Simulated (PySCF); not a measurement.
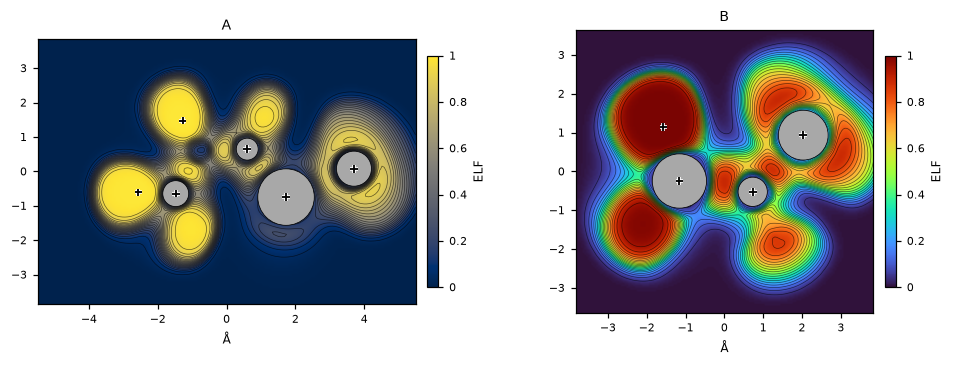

The ELF of 2 systems, each on a plane through atoms (crosses mark nuclei in the plane; grey discs cover the cores).

These are results of PySCF 2.14.0, B3LYP/def2-SVPD, SCF density, gas phase, not measurements.

System 1: C₂H₄BrFSi, the plane of atoms C2, Si5 and H8. Geometry: GFN2-xTB.

```xyz
9

F    -1.3748   -0.7789    1.2193
C    -0.7454   -0.4093    0.0693
Br   -1.9412   -0.7573   -1.4399
C    -0.0840    0.9613    0.1143
Si    1.1573   -0.4585   -0.0678
H    -0.2980    1.6175   -0.7186
H    -0.1996    1.4763    1.0604
H     1.6681   -0.7350   -1.3933
H     1.8312   -0.9100    1.1310
```

System 2: C₃H₈Cl₃GeN (GeCl3(NHiPr)), the plane of atoms Cl2, Ge1 and N5. Geometry: PBE0-D3(BJ)/def2-SVP.

```json
{"atom": "Ge", "x (Å)": "0.6834", "y (Å)": "0.9218", "z (Å)": "1.7428"}
{"atom": "Cl", "x (Å)": "-0.2016", "y (Å)": "1.5577", "z (Å)": "3.5837"}
{"atom": "Cl", "x (Å)": "2.6095", "y (Å)": "0.0922", "z (Å)": "2.1673"}
{"atom": "Cl", "x (Å)": "1.0544", "y (Å)": "2.6697", "z (Å)": "0.5434"}
{"atom": "N", "x (Å)": "-0.4471", "y (Å)": "-0.2705", "z (Å)": "1.0263"}
{"atom": "C", "x (Å)": "-0.4639", "y (Å)": "-0.7299", "z (Å)": "-0.3614"}
{"atom": "C", "x (Å)": "0.9512", "y (Å)": "-0.8978", "z (Å)": "-0.8924"}
{"atom": "C", "x (Å)": "-1.3025", "y (Å)": "0.1711", "z (Å)": "-1.2617"}
{"atom": "H", "x (Å)": "-1.3683", "y (Å)": "-0.2129", "z (Å)": "1.4525"}
{"atom": "H", "x (Å)": "-0.9306", "y (Å)": "-1.7320", "z (Å)": "-0.3437"}
{"atom": "H", "x (Å)": "1.4618", "y (Å)": "0.0762", "z (Å)": "-0.9773"}
{"atom": "H", "x (Å)": "0.9285", "y (Å)": "-1.3412", "z (Å)": "-1.8981"}
{"atom": "H", "x (Å)": "1.5485", "y (Å)": "-1.5475", "z (Å)": "-0.2377"}
{"atom": "H", "x (Å)": "-0.8588", "y (Å)": "1.1770", "z (Å)": "-1.3243"}
{"atom": "H", "x (Å)": "-1.3712", "y (Å)": "-0.2435", "z (Å)": "-2.2794"}
{"atom": "H", "x (Å)": "-2.3277", "y (Å)": "0.2757", "z (Å)": "-0.8735"}
```

Q: Match each panel to its system.

A: Panel A is system 2, C₃H₈Cl₃GeN: the plane holds Ge, Cl, N, C and H. Ge–N (1.79 Å): the ELF peaks at about 0.85 in the valence shell of N, 0.6 Å from its nucleus, and is about 0.50 at the midpoint. Panel B is system 1, C₂H₄BrFSi: the plane holds C, Br, Si and H. C–Si (1.91 Å): the ELF peaks at about 0.90 between the atoms (localised, covalent bonding).
